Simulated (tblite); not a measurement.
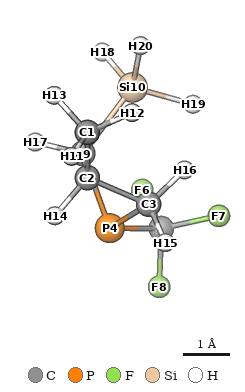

This is the input geometry for a relaxation of C$_{5}$H$_{10}$F$_{3}$PSi. A ball-and-stick model, seen from a free direction.

Theory: GFN2-xTB geometry optimisation, gas phase in tblite 0.8.0.

```xyz
20

C    -2.4633    0.0981   -0.0618
C    -1.2234   -0.6576   -0.3547
C    -0.3078   -0.9727    0.8205
P     1.0140   -1.2867   -0.4624
C     2.7091   -0.8664    0.1398
F     3.3248    0.0986   -0.6285
F     2.6188   -0.5200    1.4602
F     3.4840   -2.0122   -0.0012
C    -0.0625    0.1220   -0.9350
Si    0.2965    1.7473   -0.1126
H    -3.3167   -0.6391   -0.0587
H    -2.4881    0.5987    0.9199
H    -2.7167    0.8294   -0.8524
H    -1.3925   -1.5911   -0.9310
H    -0.5501   -1.8610    1.4059
H     0.0164   -0.0865    1.4326
H    -0.1841    0.2867   -2.0265
H     0.9190    2.6294   -1.1290
H     1.2272    1.6516    1.0095
H    -0.9098    2.4422    0.3623
```

Question: Predict the outcome.

Answer: The largest move after the best rigid fit is that of H15, 2.03 Å. Largest moves by element: H 2.03 Å, F 1.38 Å, C 1.17 Å, Si 0.72 Å, P 0.48 Å. Some distances before and after: C9–Si10 1.857 → 1.916 Å, P4–C5 1.847 → 1.898 Å, C5–F8 1.390 → 1.345 Å, C1–H11 1.128 → 1.089 Å. Among the angles between lasting bonds that change: C3–P4–C5 112.8° → 97.6°, C5–P4–C9 116.6° → 101.6°, C3–C2–C9 86.6° → 97.2°. Groups turn about C2–C9 by about 50°, P4–C9 by about 45°, C2–C3 by about 45°. Over 140 geometry steps the energy falls by 1.312 eV.

History of the run:

```json
{"step": "0", "E − E(0), eV": "0.0000"}
{"step": "1", "E − E(0), eV": "-0.3904"}
{"step": "2", "E − E(0), eV": "-0.5713"}
{"step": "3", "E − E(0), eV": "-0.6714"}
{"step": "4", "E − E(0), eV": "-0.7141"}
{"step": "5", "E − E(0), eV": "-0.7314"}
{"step": "6", "E − E(0), eV": "-0.7502"}
{"step": "7", "E − E(0), eV": "-0.7676"}
{"step": "8", "E − E(0), eV": "-0.7862"}
{"step": "9", "E − E(0), eV": "-0.8049"}
{"step": "10", "E − E(0), eV": "-0.8240"}
{"step": "17", "E − E(0), eV": "-0.9303"}
{"step": "24", "E − E(0), eV": "-1.0162"}
{"step": "31", "E − E(0), eV": "-1.0806"}
{"step": "37", "E − E(0), eV": "-1.1231"}
{"step": "44", "E − E(0), eV": "-1.1946"}
{"step": "51", "E − E(0), eV": "-1.2322"}
{"step": "58", "E − E(0), eV": "-1.2477"}
{"step": "65", "E − E(0), eV": "-1.2546"}
{"step": "72", "E − E(0), eV": "-1.2628"}
{"step": "78", "E − E(0), eV": "-1.2711"}
{"step": "85", "E − E(0), eV": "-1.2861"}
{"step": "92", "E − E(0), eV": "-1.2963"}
{"step": "99", "E − E(0), eV": "-1.3001"}
{"step": "106", "E − E(0), eV": "-1.3031"}
{"step": "113", "E − E(0), eV": "-1.3072"}
{"step": "119", "E − E(0), eV": "-1.3100"}
{"step": "126", "E − E(0), eV": "-1.3114"}
{"step": "133", "E − E(0), eV": "-1.3120"}
{"step": "140", "E − E(0), eV": "-1.3122"}
```

The structure at the end:

```xyz
20

C    -1.7656    0.1252    0.8280
C    -1.1683   -0.5909   -0.3708
C    -0.3094   -1.8174    0.0077
P     1.1968   -1.1641   -0.8849
C     2.1278   -0.5116    0.6350
F     2.9619    0.4842    0.2953
F     1.3912   -0.0579    1.6623
F     2.8866   -1.5022    1.1360
C    -0.0728    0.1809   -1.1525
Si    0.3437    2.0129   -0.7761
H    -2.4888   -0.5229    1.3205
H    -0.9981    0.3935    1.5476
H    -2.2772    1.0311    0.5109
H    -1.9878   -0.8747   -1.0384
H    -0.6633   -2.7586   -0.4132
H    -0.1657   -1.9467    1.0807
H    -0.3008    0.1505   -2.2252
H     1.5098    2.3422   -1.5940
H     0.6006    2.2562    0.6383
H    -0.8258    2.7810   -1.2103
```

The end point in the same view:

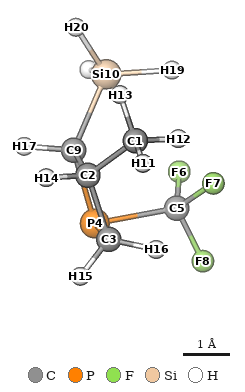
